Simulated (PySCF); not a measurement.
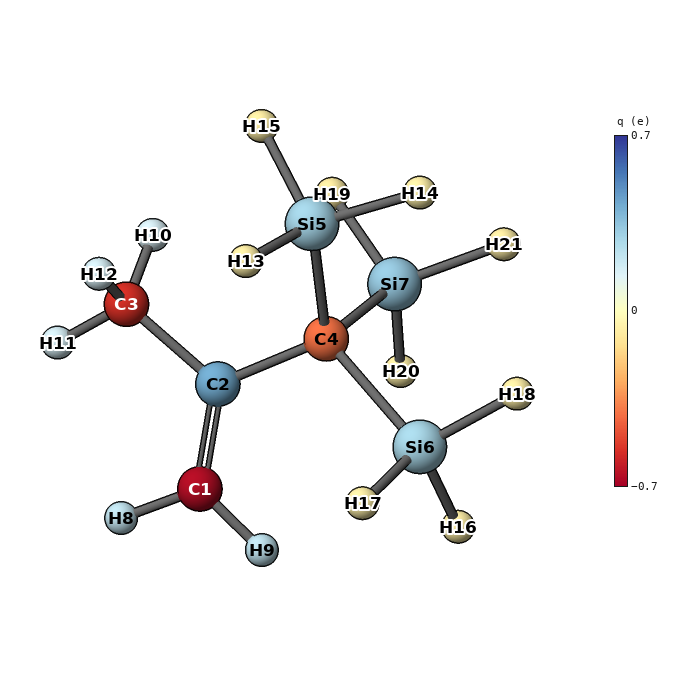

Atoms are coloured by their ESP-fitted charges. The computed structure is the end point of a GFN2-xTB optimisation. No frequency run is at hand to confirm it as a minimum. Properties computed with PBE0/pcSseg-1, gas phase (PySCF 2.14.0).

Q: Which atom carries the highest charge (most positive or least negative)?

A: C2 (0.42 e).

Q: And the lowest?

A: C1 (−0.65 e).

Give the ESP-fitted charges atom by atom.

```
atom  value (e)
  C1      −0.65
  C2       0.42
  C3      −0.56
  C4      −0.41
 Si5       0.29
 Si6       0.28
 Si7       0.33
  H8       0.22
  H9       0.22
 H10       0.16
 H11       0.16
 H12       0.16
 H13      −0.07
 H14      −0.06
 H15      −0.07
 H16      −0.07
 H17      −0.06
 H18      −0.07
 H19      −0.08
 H20      −0.07
 H21      −0.07
```

The geometry is semi-empirical. Around Si such bond lengths and angles can be off by a tenth of an ångström or more and by several degrees, and values that hang on the shape move with them.
